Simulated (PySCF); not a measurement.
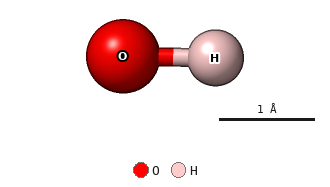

**Figure 1.** The structure (ball-and-stick view, seen at a tilt).

**Run report: HO, single-point calculation**

- system: HO, multiplicity 2
- method: CAM-B3LYP/cc-pVTZ, UKS (PySCF 2.14.0)

The geometry was optimised with PBE0-D4/def2-TZVP.

### Log
```
WARN: HOMO -0.413486663377798 >= LUMO -0.413486663377795

converged SCF energy = -75.7379308893102  <S^2> = 0.75220634  2S+1 = 2.0022051
E(CAM-B3LYP) = -75.737930889
```

The run was set up as follows.

### Input (run.py)
```python
from pyscf import gto, dft

mol = gto.M(
    atom='geometry.xyz',
    verbose=3,
    max_memory=1860,
    charge=0,
    basis='cc-pvtz',
    spin=1,
)

mf = dft.UKS(mol)
mf.xc = 'cam-b3lyp'
mf.conv_tol = 1e-10
mf.grids.level = 5
mf.kernel()
if not mf.converged:
    mf = mf.newton().run(mf.mo_coeff, mf.mo_occ)

etot = mf.e_tot
print('E(%s) = %.9f' % ('CAM-B3LYP', etot))
```

### File geometry.xyz
```
2
HO
O      0.647089    -1.023313     0.430996
H      0.072512    -1.642177     0.914531
```

Command:
```bash
OMP_NUM_THREADS=1 python run.py
```

### Key numbers

```tsv
quantity	value
outcome	converged
total energy	−75.737931 hartree
basis functions	44
⟨S²⟩	0.752
dipole moment	1.72 D
hardware	1 thread of Arm Neoverse V1, 112 GiB of memory available, shared host
wall time	5.7 s
peak memory	0.24 GiB
```
